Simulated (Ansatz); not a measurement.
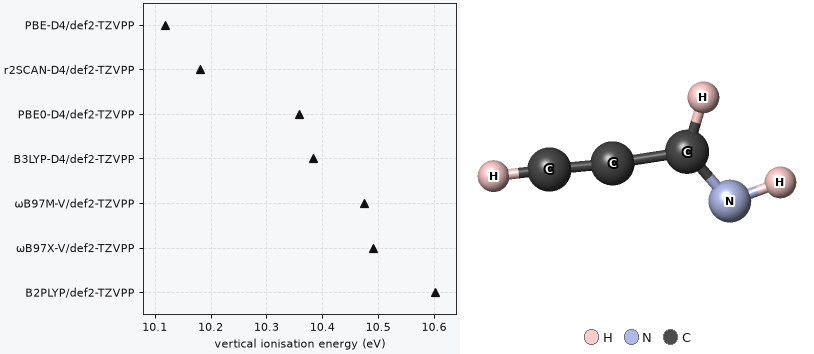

Vertical ionisation energy of C₃H₃N, SMILES [H]/N=C/C#C, taken as the energy of the cation less that of the neutral at fixed geometry (unrestricted doublet cation, cores frozen in correlated methods, no spin-orbit coupling), the Ansatz code 0.2.0, at a PBE0-D4/def2-TZVP geometry (a minimum by its frequencies).

**What range do the values span?**

From 10.12 eV (PBE-D4/def2-TZVPP) to 10.60 eV (B2PLYP/def2-TZVPP).

**Give the values.**

| level | eV |
| --- | --- |
| PBE-D4/def2-TZVPP | 10.12 |
| r2SCAN-D4/def2-TZVPP | 10.18 |
| PBE0-D4/def2-TZVPP | 10.36 |
| B3LYP-D4/def2-TZVPP | 10.38 |
| ωB97M-V/def2-TZVPP | 10.47 |
| ωB97X-V/def2-TZVPP | 10.49 |
| B2PLYP/def2-TZVPP | 10.60 |
